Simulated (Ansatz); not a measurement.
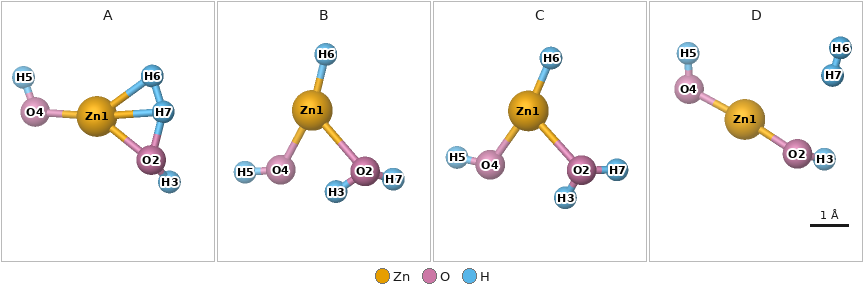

4 geometries from a converged minimum-energy path of ZnH4O2, made up at the start of ZnH$_{2}$O$_{2}$ and H$_{2}$, shuffled. Style: ball-and-stick. Shown from a free direction.

Level of theory: RKS B3LYP/def2-SVP (Ansatz). Settings: 7 movable images; climbing image; force threshold 0.05 eV/Å; iteration limit 60; starting path through a guess of the saddle point.

Q: One of them is the converged climbing image. Which?

A: A. In order along the path, whose images run from 0 to 8: D (image 1, +0.01 eV), A (image 3, +0.88 eV), C (image 7, −0.53 eV), B (image 8, −0.64 eV). Breaking: H6–H7 (0.76 → 1.00 at the top → 3.75 Å). Forming: O2–H7 (2.35 → 1.31 at the top → 0.97 Å), Zn1–H6 (3.91 → 1.90 at the top → 1.53 Å).

Limits of the set-up: the start holds two separate molecules, 2.4 Å apart at their closest, whose relative position is a soft coordinate and is computed without a dispersion correction.

Cost: 5.3 min on 1 thread of Arm Neoverse V2, with other jobs on the host, peak memory 0.15 GiB.
